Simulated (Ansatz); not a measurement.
The starting structures come from a database of crystals and need not be the phases stable at ambient conditions.

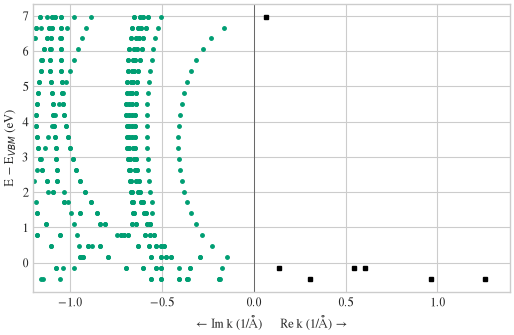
Figure. Complex bands at the centre of the two-dimensional zone; r2SCAN run with Ansatz (an electronic-structure program)

No gap correction and no spin-orbit coupling; mid-gap values are interpolated between computed energies.

Question: This is Al2O3 (R-3, not sure to be the ambient phase, 10 atoms a cell, 8.9 Å³ an atom) along the normal of (110). Read off the slowest decay at the centre of the two-dimensional zone at 3.56 eV, the computed energy nearest the middle of the gap.

Answer: κ ≈ 0.41 1/Å, a decay length 1/(2κ) of the density of 1.2 Å.
